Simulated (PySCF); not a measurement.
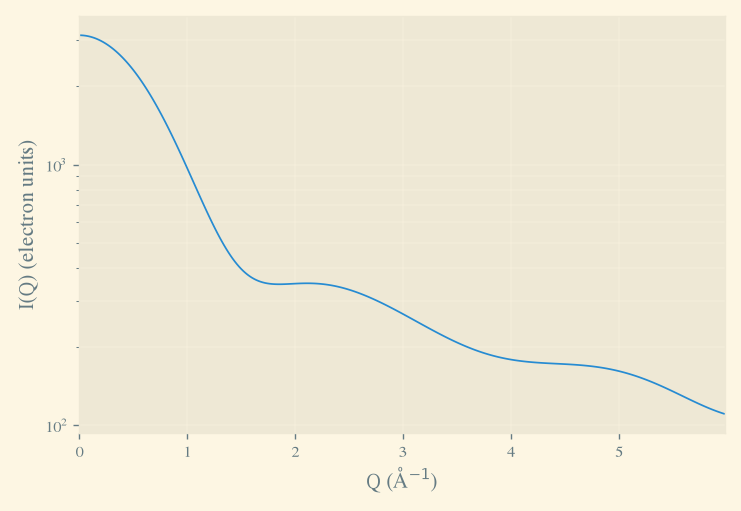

Elastic X-ray scattering of a randomly oriented, rigid molecule, calculated with the Debye equation from neutral-atom form factors (independent atoms, no Compton part, no vibration). The geometry is the end point of an optimisation (PySCF, PBE0-D3(BJ)/def2-SVP geometry optimisation, gas phase); it may be a saddle point or a higher isomer. It contains C, Cl, H.

**How many electrons does the independent-atom model of the molecule hold?**

I(0) is the square of the electron number: I(0) = 3140, so about 56 electrons, the count of C3H4Cl2.

**What radius of gyration does the initial fall-off give?**

From I(Q) ≈ I(0) exp(−Q²R²/3) at small Q, R ≈ 1.92 Å. It is larger than the electron-weighted radius of the nuclear positions alone (1.78 Å), because each atom's electron cloud adds to it.
